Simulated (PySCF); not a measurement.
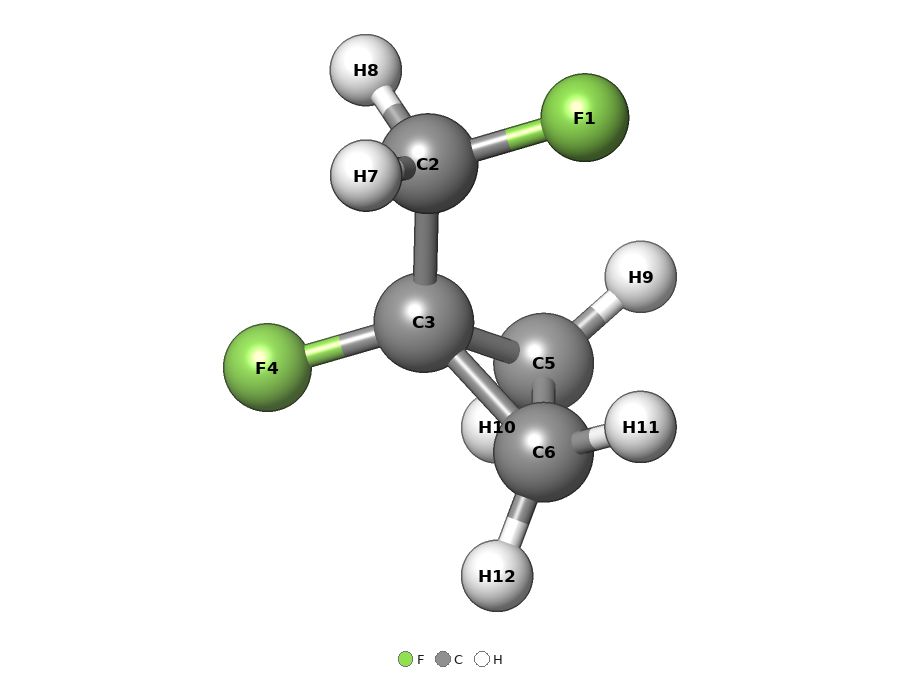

Computed geometry: PBE0-D3(BJ)/def2-SVP optimisation. No frequency run is at hand to confirm it as a minimum. Level of theory: delta-SCF UKS SCAN, pcX-2 on the ionised atom, pcseg-1 elsewhere, spin-free X2C (PySCF 2.14.0).

Give the core-electron binding energies (to vacuum) of F1 1s, C2 1s, C3 1s, F4 1s, C5 1s.

| atom | level | binding energy (eV) |
| --- | --- | --- |
| F1 | 1s | 693.0 |
| C2 | 1s | 293.5 |
| C3 | 1s | 293.2 |
| F4 | 1s | 692.8 |
| C5 | 1s | 291.0 |
